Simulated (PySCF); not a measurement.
Consider C5H7 (SMILES C=C/C=[C]/C) (doublet).

| atom | x (Å) | y (Å) | z (Å) |
| --- | --- | --- | --- |
| C | -2.5803 | 0.2856 | 0.1279 |
| C | -1.4419 | -0.3946 | 0.0623 |
| C | -0.1319 | 0.2302 | 0.0226 |
| C | 0.9986 | -0.4155 | -0.0708 |
| C | 2.4360 | -0.2151 | -0.1346 |
| H | -3.5372 | -0.2062 | 0.1542 |
| H | -2.5959 | 1.3634 | 0.1559 |
| H | -1.4498 | -1.4758 | 0.0333 |
| H | -0.1554 | 1.3276 | 0.0760 |
| H | 2.9240 | -0.7278 | 0.6958 |
| H | 2.7007 | 0.8495 | -0.0833 |
| H | 2.8342 | -0.6220 | -1.0653 |

Geometry: GFN2-xTB.

The calculation used UKS B3LYP, pcH-1 on C H, non-relativistic, mean-field spin-orbit, GIAO (PySCF 2.14.0, density-fitted response routines).

### What can the converged electron density, electron localisation function and spin density tell about the bonding?

C–C (1.31 Å): ρ is about 2.4 e/Å³ halfway; the ELF peaks at about 0.90 between the atoms; a multiple bond.
C–H (1.08 Å): the density is about 2 e/Å³ at the midpoint; the ELF climbs to about 1 towards the hydrogen, as it does in any bond to H: an ordinary covalent bond to hydrogen.
C–C (1.45 Å): the density is about 1.9 e/Å³ at the midpoint; the ELF peaks at about 0.95 between the atoms: localised, covalent bonding.
The unpaired spin (1 electron) lies mostly on C4 (about 0.7) and C5 (about 0.1), in electrons by Hirshfeld's partition.

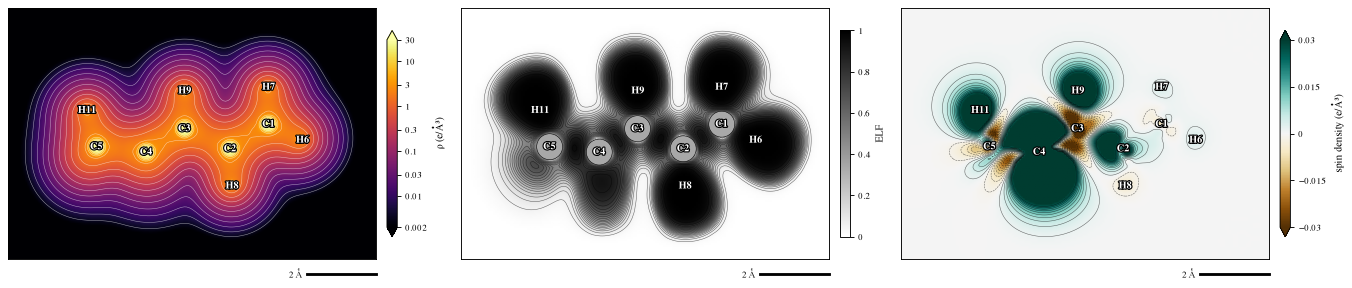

Computed electron density, electron localisation function and spin density on the plane of atoms C3, C2 and H8, in this order. Grey discs cover the atomic cores in the ELF map. 
